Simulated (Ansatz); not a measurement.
```xyz
12
Lattice="4.2304 0.0000 0.0000 0.0000 4.2304 0.0000 0.0000 0.0000 17.9352" Properties=species:S:1:pos:R:3 pbc="T T T"
As    0.0000    0.0000    0.0000
As    2.1152    2.1152    8.9676
Ga    0.0000    2.1152    1.3604
Ga    2.1152    0.0000   10.3280
Sb    2.1152    2.1152    2.9233
Sb    0.0000    0.0000   11.8909
Ga    2.1152    0.0000    4.4838
Ga    0.0000    2.1152   13.4514
Sb    0.0000    0.0000    6.0444
Sb    2.1152    2.1152   15.0120
Ga    0.0000    2.1152    7.6072
Ga    2.1152    0.0000   16.5749
```

Space group I-4m2; started from the ordered alloy on zincblende lattice prototype, which need not be the ambient phase; computed pressure about 2 GPa in this cell.

Method: Ansatz 0.2.0, DFT, PBE with spin-orbit coupling, plane waves, PAW.

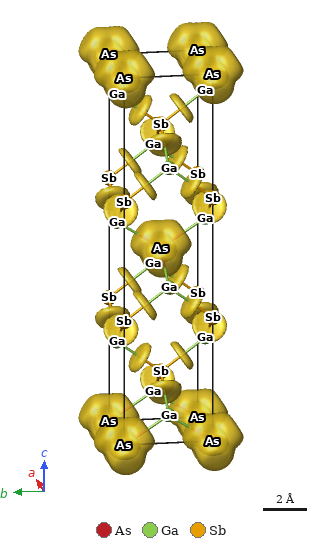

Ga₃Sb₂As. Isosurface of the ELF at 0.6 (yellow), seen at an oblique angle. Core shells and regions of very low density are left out. Sticks mark near contacts.

In a PAW calculation such maps are meaningful between the atoms, not at the nuclei.

What do the ELF domains correspond to?

Answer. At this value the surface marks out 16 regions between bonded Ga–Sb atoms (shared pairs) and two regions on As in which the atom's valence shell and bonds are merged, counted in one cell of 12 atoms. Regions shared between cells count once.

Values along the shortest contacts:
Ga–As (2.51 Å): the ELF peaks at about 0.80 between the atoms (localised, covalent bonding). Ga–Sb (2.63 Å): the ELF peaks at about 0.70 between the atoms.
